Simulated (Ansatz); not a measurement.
# InF (SMILES [F][In]): r2SCAN0/STO-3G

What is the energy change on altering one bond length of InF at r2SCAN0/STO-3G? 

Program for the calculation: Ansatz 0.2.0.

45 further runs of the same task are left out: 5 that didn't finish, 40 set aside as unsound or not needed.

### Step 1. The molecule

InF has 2 atoms, charge 0, and is taken as a singlet. SMILES: `[F][In]`. The shape comes from GFN2-xTB, which is rough for such elements, and wasn't checked as a minimum.

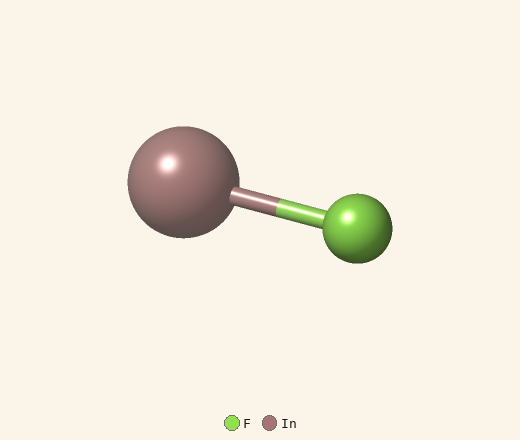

The structure, seen from a chosen angle (fluorine green, indium brown).

### Step 2. The energy at r2SCAN0/STO-3G

File molecule.yaml:

```yaml
crystal:
  periodic: [false, false, false]
  atoms:
    - {symbol: F, position_ang: [0.000000, 0.000000, 0.000000]}
    - {symbol: In, position_ang: [0.000000, 0.000000, 2.025490]}
basis:
  gaussian:
    orbitals: STO-3G
hamiltonian:
  xc: {name: r2SCAN0}
accuracy: high
```

Launch:

```console
ansatz run molecule.yaml --threads 1 --pin off --max-ram 2610MiB --events-out events.jsonl --progress --plain --runs-dir runs
```

Standard output:

```text
Warning: RAYON_NUM_THREADS=1 ignored (pool sized by the plan → 1); use --threads N
Functional definition: r2SCAN0
  name "r2SCAN0"
  parameter a = 0.25
  parameter k0 = 0.174
  parameter k1 = 0.065
  parameter a1 = 4.9479
  exchange = (1 - a)*r2scan_x(k0 = k0, k1 = k1, a1 = a1) + a*exact_x
  correlation = r2scan_c
564 factors; integrals over basis functions are off by at most 4.4e-9 eV
mean field evaluation 1: about -157374.1873 eV, gradient 1.7e1 eV
mean field evaluation 2: about -157314.4258 eV, gradient 1.7e2 eV
mean field evaluation 4: about -157376.1012 eV, gradient 7.9e-1 eV
mean field evaluation 8: about -157376.1003 eV, gradient 3.4e-2 eV
mean field evaluation 16: about -157376.1003 eV, gradient 3.0e-7 eV
mean field -157376.10027557 eV, -5783.4650117750 hartree, gradient 3.0e-9 eV, S^2 0.000000; 0 other end points of the search recorded, 0 dependent functions left out
reference -157376.10027581 eV, -5783.4650117838 hartree; 29, 29 occupied and 3, 3 virtual orbitals, 564 factors
Total energy: -157376.10027581 eV, -5783.4650117838 hartree
```

Wall time 2.7 s (1 thread of Arm Neoverse V2, shared host); peak memory 0.13 GiB.

### Step 3. The distorted shape

File job.yaml:

```yaml
crystal:
  periodic: [false, false, false]
  atoms:
    - {symbol: F, position_ang: [0.000000, 0.000000, -0.506410]}
    - {symbol: In, position_ang: [0.000000, 0.000000, 2.025490]}
basis:
  gaussian:
    orbitals: STO-3G
accuracy: high
hamiltonian:
  xc: {name: r2SCAN0}
```

Launch:

```console
ansatz run job.yaml --threads 1 --pin off --max-ram 2610MiB --events-out events.jsonl --progress --plain --runs-dir runs
```

Standard output, cut to the lines that bear on the results:

```text
Warning: RAYON_NUM_THREADS=1 ignored (pool sized by the plan → 1); use --threads N
[... 8 set-up lines as earlier in the session ...]
557 factors; integrals over basis functions are off by at most 6.4e-9 eV
mean field evaluation 1: about -157369.4163 eV, gradient 1.9e1 eV
mean field evaluation 2: about -157113.3702 eV, gradient 1.6e2 eV
mean field evaluation 4: about -157373.0622 eV, gradient 9.5e0 eV
mean field evaluation 8: about -157373.6099 eV, gradient 2.8e-1 eV
mean field evaluation 16: about -157373.5968 eV, gradient 2.4e-4 eV
mean field -157373.59683639 eV, -5783.3730120823 hartree, gradient 6.9e-8 eV, S^2 0.000000; 0 other end points of the search recorded, 0 dependent functions left out
reference -157373.59683663 eV, -5783.3730120911 hartree; 29, 29 occupied and 3, 3 virtual orbitals, 557 factors
Total energy: -157373.59683663 eV, -5783.3730120911 hartree
```

It took 3.3 s on 1 thread of Arm Neoverse V2, shared host; peak memory 0.13 GiB.

### Step 4. Results

At r2SCAN0/STO-3G:

| quantity | value |
| --- | --- |
| first shape: total energy | -5783.46501 Eh |
| distorted shape: total energy | -5783.37301 Eh |
| energy change with the F1–In2 bond stretched from 2.025 to 2.532 Å | 2.503 eV |

**Reading.** With the F1–In2 bond stretched from 2.025 to 2.532 Å the energy rises by 2.50 eV (242 kJ/mol). The first shape isn't relaxed at this level, so the change isn't measured from a minimum. The minimal basis adds a large error of its own. Relativity is left out (first shape) although the molecule holds a heavy atom. Relativity is left out (distorted shape) although the molecule holds a heavy atom.
